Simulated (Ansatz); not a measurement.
# CaSnSe3 (model cell, started as cubic perovskite with Sn in the octahedra): a soft mode frozen in, part 2 of 2

Which phase does CaSnSe3 (model cell, started as cubic perovskite with Sn in the octahedra) fall into along its unstable mode, and how much energy does it gain?

Ansatz 0.2.0; DFT PBEsol, scalar-relativistic, plane waves, PAW; PAW set soft_1.

So far, highest frequency on the path or at a solved wavevector (cm⁻¹): step 2 (response at finite wavevector) 236. Also lowest frequency on the path (cm⁻¹): step 2 -118.

The structure was built from a prototype and need not be the compound's stable phase.

## (6) Relaxation from the frozen mode

Starting from the lowest point found, all atoms and the cell are let go, so that strain and other modes of the same symmetry can join in.

Input file input.yaml:

```yaml
crystal:
  lattice:
    - [5.2086939713, 0.0, 0.0]
    - [0.0, 5.2086939713, 0.0]
    - [0.0, 0.0, 5.2086939713]
  atoms:
    - { symbol: Ca, position: [0.0, -0.1151920238, 0.0] }
    - { symbol: Sn, position: [0.5, 0.4876456502, 0.5] }
    - { symbol: Se, position: [0.5, 0.5392058028, 0.0] }
    - { symbol: Se, position: [0.5, -0.0013801535, 0.5] }
    - { symbol: Se, position: [0.0, 0.5392058028, 0.5] }
kpoints:
  mp_grid: { grid: [8, 8, 8] }
hamiltonian:
  xc: pbesol
  pseudopotentials: { kind: paw, azcp: { folder: soft_1 }, xc_functional: pbe }
scf:
  occupations: { method: methfessel_paxton, width: 0.2 }
output:
  forces: true
  stress: true
  eigenvalues: true
relax:
  adjacent_minimum: "off"
  f_tol: 0.002
  max_steps: 120
  cell: { stress_tol: 0.03 }
```

On the command line:

```bash
> ansatz run input.yaml --threads 4 --pin off --max-ram 16384MiB --backend cpu --events-out ev --progress --plain --runs-dir out
```

Numbers of over 12 decimals in the logs are rounded to 6 here.

The log of the run:

```text
[...]
Crystal: 5 atoms, lattice volume = 141.314 Å³
Basis set: ecut = 420 eV, 2777 PW (Γ), exchange–correlation on 72×72×72 points (8 copies of the dense FFT grid, shifted against one another)
Bands: 44, of which v1, the nominal top of the filled ones, is band 36 counted from 1 (35 counted from 0)
Symmetry: 8 space group operations
[...]
k-points: 75 of 512 (time reversal used)
[...]
SCF iter   1: F=—  HF=-24021.148256 eV  |F-HF|=—  |Δ(HF+E_count)|=         —  Δρ=4.98e-2  dr2=8.21e0  ethr=3.10e-3  ⟨swp⟩=8.7  Hψ=14706  notcnv=0
[...]
SCF iter   9: F=-24019.245316 eV  HF=-24019.245316 eV  |F-HF|=3.47e-8  |Δ(HF+E_count)|=   7.75e-7  S|Δr|=    0.00e0  Δρ=7.26e-6  dr2=6.70e-8  ethr=1.39e-10  ⟨swp⟩=11.6  Hψ=19884  notcnv=0
SCF 1 converged in 9 iterations: F = -24019.245316 eV  dr2 = 6.70e-8
[...]
relax step   1: F+E_penalty+E_count = -24019.24531599 eV  Δ(F+E_penalty+E_count) = +0.000e0 eV  max|allowed force component| = 5.777e-1 eV/Å  Δτ_max = 0.0000 Å  P = +1.193 GPa  Ω = 141.314 Å³  (9 SCF iters, dr2 threshold 1.00e-7 eV, accepted)
Crystal: 5 atoms, lattice volume = 149.198 Å³
Basis set: ecut = 420 eV, 2939 PW (Γ), exchange–correlation on 72×72×72 points (8 copies of the dense FFT grid, shifted against one another)
[...]
SCF iter   8: F=-24019.549507 eV  HF=-24019.549508 eV  |F-HF|=1.01e-7  |Δ(HF+E_count)|=   2.89e-7  S|Δr|=    0.00e0  Δρ=4.82e-6  dr2=8.28e-8  ethr=6.94e-10  ⟨swp⟩=7.0  Hψ=15178  notcnv=0
SCF 2 converged in 8 iterations: F = -24019.549507 eV  dr2 = 8.28e-8
[...]
relax step   2: F+E_penalty+E_count = -24019.54950744 eV  Δ(F+E_penalty+E_count) = -3.042e-1 eV  max|allowed force component| = 7.449e-1 eV/Å  Δτ_max = 0.1749 Å  P = -0.625 GPa  Ω = 149.198 Å³  energy of the carried Pulay correction = -4.011e-4 eV  (8 SCF iters, dr2 threshold 5.00e-7 eV, accepted)
Crystal: 5 atoms, lattice volume = 148.262 Å³
Basis set: ecut = 420 eV, 2907 PW (Γ), exchange–correlation on 72×72×72 points (8 copies of the dense FFT grid, shifted against one another)
[...]
SCF iter   8: F=-24019.673379 eV  HF=-24019.673379 eV  |F-HF|=5.05e-8  |Δ(HF+E_count)|=   4.60e-7  S|Δr|=    0.00e0  Δρ=5.86e-6  dr2=5.80e-8  ethr=6.94e-10  ⟨swp⟩=9.4  Hψ=17800  notcnv=0
SCF 3 converged in 8 iterations: F = -24019.673379 eV  dr2 = 5.80e-8
[...]
relax step   3: F+E_penalty+E_count = -24019.67337908 eV  Δ(F+E_penalty+E_count) = -1.239e-1 eV  max|allowed force component| = 7.336e-1 eV/Å  Δτ_max = 0.1919 Å  P = +0.843 GPa  Ω = 148.262 Å³  energy of the carried Pulay correction = -3.547e-4 eV  (8 SCF iters, dr2 threshold 5.00e-7 eV, accepted)
[... from here on, the SCF cycles and remarks between the steps are left out ...]
relax step   4: F+E_penalty+E_count = -24019.80282463 eV  Δ(F+E_penalty+E_count) = -1.294e-1 eV  max|allowed force component| = 2.492e-1 eV/Å  Δτ_max = 0.0967 Å  P = -0.087 GPa  Ω = 150.667 Å³  energy of the carried Pulay correction = -4.735e-4 eV  (7 SCF iters, dr2 threshold 5.00e-7 eV, accepted)
relax step   5: F+E_penalty+E_count = -24019.93203127 eV  Δ(F+E_penalty+E_count) = -1.292e-1 eV  max|allowed force component| = 4.950e-1 eV/Å  Δτ_max = 0.1284 Å  P = -0.680 GPa  Ω = 150.582 Å³  energy of the carried Pulay correction = -4.693e-4 eV  (7 SCF iters, dr2 threshold 5.00e-7 eV, accepted)
relax step   6: F+E_penalty+E_count = -24020.08469076 eV  Δ(F+E_penalty+E_count) = -1.527e-1 eV  max|allowed force component| = 2.237e-1 eV/Å  Δτ_max = 0.0643 Å  P = +0.040 GPa  Ω = 146.925 Å³  energy of the carried Pulay correction = -2.877e-4 eV  (7 SCF iters, dr2 threshold 5.00e-7 eV, accepted)
relax step   7: F+E_penalty+E_count = -24020.09060775 eV  Δ(F+E_penalty+E_count) = -5.917e-3 eV  max|allowed force component| = 2.225e-1 eV/Å  Δτ_max = 0.0500 Å  P = +0.254 GPa  Ω = 147.017 Å³  energy of the carried Pulay correction = -2.923e-4 eV  (6 SCF iters, dr2 threshold 5.00e-7 eV, accepted)
relax step   8: F+E_penalty+E_count = -24020.10310253 eV  Δ(F+E_penalty+E_count) = -1.249e-2 eV  max|allowed force component| = 1.180e-1 eV/Å  Δτ_max = 0.0227 Å  P = +0.083 GPa  Ω = 147.460 Å³  energy of the carried Pulay correction = -3.146e-4 eV  (6 SCF iters, dr2 threshold 5.00e-7 eV, accepted)
relax step   9: F+E_penalty+E_count = -24020.10392369 eV  Δ(F+E_penalty+E_count) = -8.212e-4 eV  max|allowed force component| = 1.590e-2 eV/Å  Δτ_max = 0.0100 Å  P = +0.026 GPa  Ω = 147.536 Å³  energy of the carried Pulay correction = -3.184e-4 eV  (5 SCF iters, dr2 threshold 5.00e-7 eV, accepted)
relax step  10: F+E_penalty+E_count = -24020.10397240 eV  Δ(F+E_penalty+E_count) = -4.871e-5 eV  max|allowed force component| = 4.967e-3 eV/Å  Δτ_max = 0.0036 Å  P = -0.013 GPa  Ω = 147.710 Å³  energy of the carried Pulay correction = -3.271e-4 eV  (6 SCF iters, dr2 threshold 1.58e-8 eV, accepted)
relax step  11: F+E_penalty+E_count = -24020.10397855 eV  Δ(F+E_penalty+E_count) = -6.148e-6 eV  max|allowed force component| = 2.526e-4 eV/Å  Δτ_max = 0.0006 Å  P = -0.001 GPa  Ω = 147.700 Å³  energy of the carried Pulay correction = -3.266e-4 eV  (5 SCF iters, dr2 threshold 1.54e-9 eV, accepted)
relax step  12: F+E_penalty+E_count = -24020.11795856 eV  Δ(F+E_penalty+E_count) = -1.398e-2 eV  max|allowed force component| = 4.389e-3 eV/Å  Δτ_max = 0.0000 Å  P = +0.165 GPa  Ω = 147.700 Å³  stress off target by 4.56e-1 GPa  SCF on the basis re-selected at this cell (its energy is not comparable with the rows above)  (10 SCF iters)
relax step  13: F+E_penalty+E_count = -24020.11963244 eV  Δ(F+E_penalty+E_count) = -1.674e-3 eV  max|allowed force component| = 2.781e-3 eV/Å  Δτ_max = 0.0092 Å  P = +0.040 GPa  Ω = 148.372 Å³  energy of the carried Pulay correction = -3.319e-5 eV  (4 SCF iters, dr2 threshold 5.00e-7 eV, accepted)
relax step  14: F+E_penalty+E_count = -24020.11974685 eV  Δ(F+E_penalty+E_count) = -1.144e-4 eV  max|allowed force component| = 9.629e-4 eV/Å  Δτ_max = 0.0033 Å  P = +0.003 GPa  Ω = 148.598 Å³  energy of the carried Pulay correction = -4.447e-5 eV  (5 SCF iters, dr2 threshold 2.98e-8 eV, accepted)
[...]
SCF iter   8: F=-24020.119790 eV  HF=-24020.119790 eV  |F-HF|=2.18e-11  |Δ(HF+E_count)|=  8.73e-11  S|Δr|=    0.00e0  Δρ=4.45e-8  dr2=3.92e-12  ethr=1.00e-12  ⟨swp⟩=6.5  Hψ=15325  notcnv=0
SCF 15 converged in 8 iterations: F = -24020.119790 eV  dr2 = 3.92e-12
relax step  15: F+E_penalty+E_count = -24020.11979007 eV  Δ(F+E_penalty+E_count) = -4.323e-5 eV  max|allowed force component| = 1.050e-3 eV/Å  Δτ_max = 0.0000 Å  P = +0.003 GPa  Ω = 148.598 Å³  stress off target by 1.04e-2 GPa  SCF on the basis re-selected at this cell (its energy is not comparable with the rows above)  (8 SCF iters)
[...]
SCF converged after 8 iterations
[...]
Free energy (F): -24020.119790 eV
[...]
Internal energy: -24020.117747 eV  (E = F + TS)
E sigma→0 (E₀):  -24020.119279 eV
Entropy (-TS):   -0.002043 eV (-0.409 meV/atom)
Fermi energy:    6.515996 eV
Step filling:    the computed levels leave a gap of 0.0006 eV = 0.0 smearing widths at the electron count; against every level under it full and every level over it empty, smearing changes F+E_penalty+E_count by -4.155 meV and its σ→0 estimate by -3.644 meV
[...]
--- Forces (eV/Å), atoms counted from 1 ---
  atom   1  Ca     0.00000000    -0.00104969     0.00000000
  atom   2  Sn     0.00000000    -0.00042698     0.00000000
  atom   3  Se     0.00000000     0.00045581    -0.00000000
  atom   4  Se     0.00000000     0.00056871     0.00000000
  atom   5  Se    -0.00000000     0.00045581     0.00000000
  max |Σ_I F_I| component: 3.66e-6 eV/Å
--- Stress (GPa, compression-positive) ---
       -0.000922      -0.000000       0.000000
       -0.000000       0.010367      -0.000000
        0.000000      -0.000000      -0.000922
  P = ⅓ Tr σ = 0.0028 GPa (0.028 kbar)
--- Band table (eV; the first three rows and the last of 75) ---
  k-point 0: bands = [... 32 lower, 5.1482, 5.1482, 5.3849, 5.9004, 5.9004, 8.1527, 9.6198, 9.6198, ... 4 higher]
  k-point 1: bands = [... 32 lower, 5.0544, 5.1034, 5.2511, 5.7527, 6.2016, 8.4123, 9.4370, 9.4764, ... 4 higher]
  k-point 2: bands = [... 32 lower, 4.8953, 4.9019, 5.1991, 5.5130, 6.9585, 8.9528, 9.3715, 9.5403, ... 4 higher]
  k-point 74: bands = [... 32 lower, 5.5401, 5.5401, 6.4030, 6.5987, 6.8188, 8.8624, 9.6641, 9.6641, ... 4 higher]
--- Relaxed structure (13 steps of the walk, 13 accepted, 2 SCFs on fresh bases) ---
  F+E_penalty+E_count = -24020.11979007 eV   max|allowed force component| = 1.050e-3 eV/Å   (the final SCF, on the basis selected at the relaxed cell)
  cell:  # Å, volume = 148.5983 Å³
    - [4.837220, 0, 0]
    - [0, 6.350710, 0.0]
    - [0, 0.0, 4.837220]
  atoms:
    - { symbol: Ca, position: [0, -0.144781, 0] }
    - { symbol: Sn, position: [0.5, 0.408227, 0.5] }
    - { symbol: Se, position: [0.5, 0.586123, 0.0] }
    - { symbol: Se, position: [0.5, 0.013793, 0.5] }
    - { symbol: Se, position: [0, 0.586123, 0.5] }
```

The job ended after 3.1 min (4 threads of Arm Neoverse V2, shared host; peak memory 0.71 GiB).

Step by step:

```tsv
step	energy less that of the first step (eV)	largest force component (eV/Å)	pressure (GPa)	volume (Å³)
1	0.0000	0.5777	1.19	141.31
2	-0.3042	0.7449	-0.63	149.20
3	-0.4281	0.7336	0.84	148.26
4	-0.5575	0.2492	-0.09	150.67
5	-0.6867	0.4950	-0.68	150.58
6	-0.8394	0.2237	0.04	146.92
7	-0.8453	0.2225	0.25	147.02
8	-0.8578	0.1180	0.08	147.46
9	-0.8586	0.0159	0.03	147.54
10	-0.8587	0.0050	-0.01	147.71
11	-0.8587	0.0003	0.00	147.70
12*	-0.8726	0.0044	0.17	147.70
13	-0.8743	0.0028	0.04	148.37
14	-0.8744	0.0010	0.00	148.60
15*	-0.8745	0.0010	0.00	148.60
```

Relaxation steps marked * repeat the geometry before them on a plane-wave basis chosen anew for their cell, so energy and pressure can jump there.

Forces are held to the 8 operations that the run works with; a distortion that breaks them can't arise in this run.

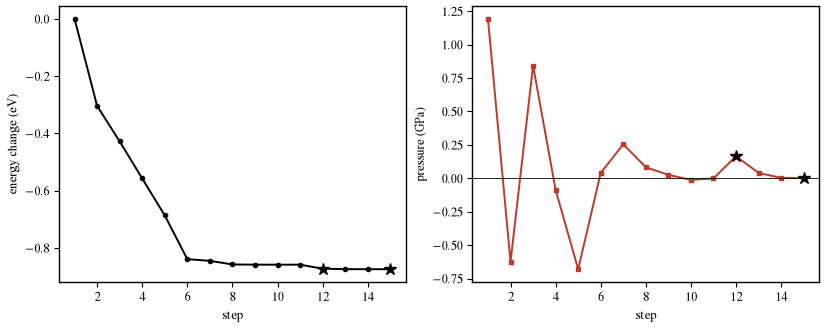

Energy and pressure along the relaxation. Stars mark steps on a basis chosen anew.

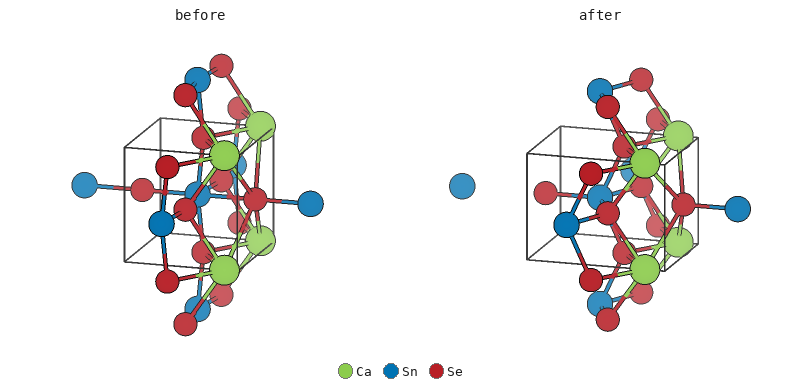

Before and after, at one scale. Bonds to atoms that aren't drawn are left out.

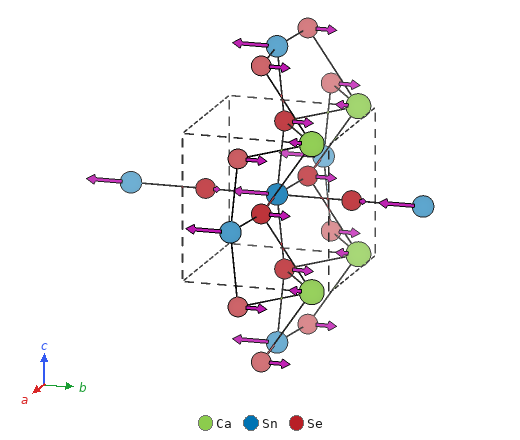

Displacements in the relaxation, exaggerated, measured against the changing cell; the longest in the cell stands for 0.50 Å. Some periodic images of atoms are drawn too.

```tsv
cell as run	before	after	change
a (Å)	5.209	4.837	-7.1 %
b (Å)	5.209	6.351	+21.9 %
c (Å)	5.209	4.837	-7.1 %
volume (Å³/atom)	28.26	29.72	+5.2 %
```

The atoms that moved most (Å, as changes of fractional coordinates times the final cell):

```tsv
atom	dx	dy	dz	length
Sn2	0.000	-0.504	0.000	0.504
Se3	0.000	0.298	0.000	0.298
Se5	0.000	0.298	0.000	0.298
Ca1	0.000	-0.188	0.000	0.188
Se4	0.000	0.096	0.000	0.096
```

Final coordinates:

```xyz
5
Lattice="4.8372 0.0000 0.0000 0.0000 6.3507 0.0000 0.0000 0.0000 4.8372" Properties=species:S:1:pos:R:3 pbc="T T T"
Ca    0.0000   -0.9195    0.0000
Sn    2.4186    2.5925    2.4186
Se    2.4186    3.7223    0.0000
Se    2.4186    0.0876    2.4186
Se    0.0000    3.7223    2.4186
```

This step gave:

| Item | Value |
| --- | --- |
| pressure | 0.002841 GPa |
| volume per atom | 29.72 Å³ |

The distorted start has space group P4mm; the relaxation ends in P4mm.

## (7) The new phase in its own primitive cell

The relaxed structure is symmetrised, reduced to its primitive cell and relaxed tightly, as its phonons need.

input.yaml, the sections that differ from step 6:

```yaml
crystal:
  lattice:
    - [4.8372199556, 0.0, 0.0]
    - [0.0, 4.8372199556, 0.0]
    - [0.0, 0.0, 6.350709599]
  atoms:
    - { symbol: Ca, position: [0.0, 0.0, 0.1447805706] }
    - { symbol: Sn, position: [0.5, 0.5, 0.5917726133] }
    - { symbol: Se, position: [0.5, 0.0, 0.4138773751] }
    - { symbol: Se, position: [0.5, 0.5, 0.9862069873] }
    - { symbol: Se, position: [0.0, 0.5, 0.4138773751] }
kpoints:
  mp_grid: { grid: [8, 8, 6] }
relax:
  adjacent_minimum: "off"
  f_tol: 0.001
  max_steps: 60
  cell: { stress_tol: 0.01 }
# hamiltonian, scf, output: as in step 6
```

The log of the run:

```text
[...]
Crystal: 5 atoms, lattice volume = 148.598 Å³
Basis set: ecut = 420 eV, 2881 PW (Γ), exchange–correlation on 72×72×90 points (8 copies of the dense FFT grid, shifted against one another)
Bands: 44, of which v1, the nominal top of the filled ones, is band 36 counted from 1 (35 counted from 0)
Symmetry: 8 space group operations
[...]
k-points: 60 of 384 (time reversal used)
[...]
--- Relaxed structure (4 steps of the walk, 4 accepted, 1 SCFs on fresh bases) ---
[...]
cell:  # Å, volume = 148.6308 Å³
    - [4.836986, 0, 0]
    - [0, 4.836986, 0.0]
    - [0, 0.0, 6.352710]
  atoms:
    - { symbol: Ca, position: [0, 0, 0.144912] }
    - { symbol: Sn, position: [0.500000, 0.500000, 0.591784] }
    - { symbol: Se, position: [0.500000, 0, 0.413854] }
    - { symbol: Se, position: [0.500000, 0.500000, 0.986111] }
    - { symbol: Se, position: [0, 0.500000, 0.413854] }
[key lines of the parts left out:]
SCF converged after 8 iterations
Free energy (F): -24020.119673 eV
Fermi energy:    6.515049 eV
P = ⅓ Tr σ = -0.0003 GPa (-0.003 kbar)
```

Run time: 50 s. Hardware: 4 threads; peak memory 0.65 GiB.

Little changed from the start: no atom moved by 0.005 Å and no cell edge by 0.1 %.

Numbers from this step:

```yaml
pressure: -2.60e-4 GPa
volume_per_atom: 29.73 Å³
```

The largest force component left is 0.023 meV/Å and the pressure is 0.000 GPa, within the tolerances set. The cell now holds 29.73 Å³/atom.

## (8) Modes of the new phase, k-mesh 8×8×6

A relaxed structure may still be a saddle point, so its zone-centre modes are computed. No field response is asked, since the mesh shows no gap.

input.yaml, the sections that differ from step 7:

```yaml
crystal:
  lattice:
    - [4.8369861154, 0.0, 0.0]
    - [0.0, 4.8369861154, 0.0]
    - [0.0, 0.0, 6.3527097318]
  atoms:
    - { symbol: Ca, position: [0.0, 0.0, 0.1449115975] }
    - { symbol: Sn, position: [0.5, 0.5, 0.5917837571] }
    - { symbol: Se, position: [0.5, 0.0, 0.413854261] }
    - { symbol: Se, position: [0.5, 0.5, 0.9861110447] }
    - { symbol: Se, position: [0.0, 0.5, 0.413854261] }
output:
  eigenvalues: true
phonons:
  method: dfpt
# kpoints, hamiltonian, scf: as in step 7
# relax: removed
```

The log of the run:

```text
zone centre: on kpoints.mp_grid the ground state, and the responses unless they are solved on pairs of k-points, stand on 100 of the mesh's 384 k-points, reduced under 4 symmetry operations, with k and −k counted as one. Each operation leaves every solved displacement unchanged or reverses it
[...]
Crystal: 5 atoms, lattice volume = 148.631 Å³
Basis set: ecut = 420 eV, 2881 PW (Γ), exchange–correlation on 72×72×90 points (8 copies of the dense FFT grid, shifted against one another)
Bands: 44, of which v1, the nominal top of the filled ones, is band 36 counted from 1 (35 counted from 0)
Symmetry: 8 space group operations
k-points: 100 of 384 (irreducible under 4 space group operations, time reversal used)
[...]
SCF iter   1: F=—  HF=-24022.811520 eV  |F-HF|=—  |Δ(HF+E_count)|=         —  Δρ=5.58e-2  dr2=1.20e1  ethr=3.10e-3  ⟨swp⟩=9.6  Hψ=21807  notcnv=0  defer=1
[...]
SCF iter  15: F=-24020.119673 eV  HF=-24020.119673 eV  |F-HF|=3.64e-12  |Δ(HF+E_count)|=  1.82e-11  S|Δr|=    0.00e0  Δρ=2.82e-8  dr2=1.13e-12  ethr=1.00e-12  ⟨swp⟩=13.8  Hψ=25022  notcnv=0
SCF 1 converged in 15 iterations: F = -24020.119673 eV  dr2 = 1.13e-12
[...]
DFPT response loops at Γ: preconditioner auto → none (partly filled bands, converged f_vac=0.150); β = 0.50; Broyden in place of MSR1
SCF converged after 15 iterations
[...]
Free energy (F): -24020.119673 eV
[...]
Internal energy: -24020.117359 eV  (E = F + TS)
E sigma→0 (E₀):  -24020.119094 eV
Entropy (-TS):   -0.002314 eV (-0.463 meV/atom)
Fermi energy:    6.515049 eV
[...]
--- Band table (eV; the first three rows and the last of 100) ---
  k-point 0: bands = [... 32 lower, 5.1457, 5.1457, 5.3812, 5.8984, 5.8984, 8.1505, 9.6173, 9.6173, ... 4 higher]
  k-point 1: bands = [... 32 lower, 5.0849, 5.0849, 5.5964, 5.8525, 5.8525, 8.4662, 9.8467, 9.8467, ... 4 higher]
  k-point 2: bands = [... 32 lower, 4.9550, 4.9550, 5.7842, 5.7842, 5.9568, 9.0572, 9.8397, 9.8760, ... 4 higher]
  k-point 99: bands = [... 32 lower, 5.5361, 5.5361, 6.4015, 6.5940, 6.8166, 8.8613, 9.6616, 9.6616, ... 4 higher]
--- Phonons (Γ-DFPT): 9 representative perturbations + reference, on 100 of 384 k-points (Σ response iterations 29) ---
  k mesh reduced under 4 symmetry operations, with k and −k counted as one. Each operation leaves every solved displacement unchanged or reverses it
  ASR residual: 5.639e-5 → 0.000e0 eV/Å²; symmetrization residual: 1.893e-5 eV/Å²
  ASR residual per site (eV/Å²): 5.64e-5 5.52e-5 3.04e-5 1.42e-5 3.04e-5
[...]
non-analytic LO–TO correction: not included (Born effective charges unavailable; polar crystals: no LO–TO splitting at Γ)
```

It took 2.8 min on 4 threads; peak memory 2.2 GiB.

This step gave:

| Quantity | Value |
| --- | --- |
| sum-rule residual before enforcement | 5.64e-5 eV/Å² |
| point group | 4mm |
| highest optical mode at the zone centre (no LO-TO term) | 242.4 cm⁻¹ |
| lowest optical zone-centre mode | -29.46 cm⁻¹ |

Patterns of degenerate modes are one choice out of their space. Modes at Γ, with each element's share of the kinetic energy (negative means imaginary):

```tsv
mode	frequency (cm⁻¹)	symmetry	Ca %	Sn %	Se %
1	-29.5	E	24	1	75
2	-29.5	E	24	1	75
3	0.0	acoustic	10	30	60
4	0.0	acoustic	10	30	60
5	0.0	acoustic	10	30	60
6	61.1	E	12	40	48
7	61.1	E	12	40	48
8	96.8	B1	0	0	100
9	143.3	A1	10	16	73
10	150.3	E	53	3	44
11	150.3	E	53	3	44
12	163.3	A1	78	0	22
13	197.0	E	0	26	73
14	197.0	E	0	26	73
15	242.4	A1	2	53	45
```

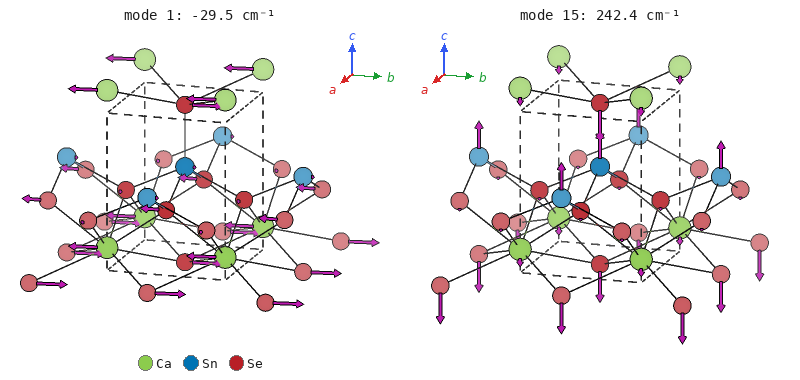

Displacement patterns of modes 1 and 15 at Γ; arrows are exaggerated. Some periodic images of atoms are drawn too.

Before it was imposed, the acoustic sum rule was missed by 5.6e-5 eV/Å². Small misses are needed for a sound result but don't prove that mesh and cutoff are converged. The lowest optical mode is imaginary, 29.5i cm⁻¹, so the energy falls along it.

## (9) Summary of results

| Item | Value |
| --- | --- |
| unstable mode of the parent | q = (0, 0, 0), 117i cm⁻¹ |
| depth at the lowest point sampled | 80.4 meV/atom |
| largest atomic shift at that point | 0.6 Å |
| space group reached (within 0.01 Å) | P4mm |
| energy gained over the parent (first relaxation, on the mesh of the frozen mode) | 255 meV/atom |
| volume per atom, phase reached | 29.7 Å³ |
| lowest optical zone-centre mode, phase reached | -29.5 cm⁻¹ |
| highest optical mode at the zone centre (no LO-TO term), phase reached | 242 cm⁻¹ |

In words: Along this mode the structure falls into P4mm, 255 meV/atom below the parent. At the parent's cell the well is 80.40 meV/atom deep on the steps tried, with its lowest point at a shift of 0.6 Å. That is the last step tried, so the steps alone don't bracket the bottom of the well. Relaxing atoms and cell changes the gain by +174.79 meV/atom against the lowest step (energies at zero smearing). Most of the total comes from this relaxation. The new phase still has an imaginary mode at the zone centre of its cell, so it is a saddle point on the way to a lower structure. Of the 4 patterns followed to their end from this parent, this one reaches the lowest energy. Each path keeps the symmetry of its pattern, so a lower phase may lie along a pattern not tried. With no gap, or one that is small against the smearing, the frequencies hang on the k mesh and the smearing, most of all near Kohn anomalies. Spin-orbit coupling is left out, which can matter for the heavy elements here. The PAW files were made for PBE and serve the other functionals too. A phonon run warned that its eigensolver left some bands unconverged in a pass. The starting cell was built on a prototype and not taken from a measurement, so the phase need not exist.

[Logs are printed without paths, hosts, clocks, repeated set-up lines and the standing remarks that a program may print on its own settings, such as how far it seeks lower states.]

[Hosts, paths, dates, database ids (printed as entryN), source tags and the programs' standing remarks are cut or masked in the printed files.]
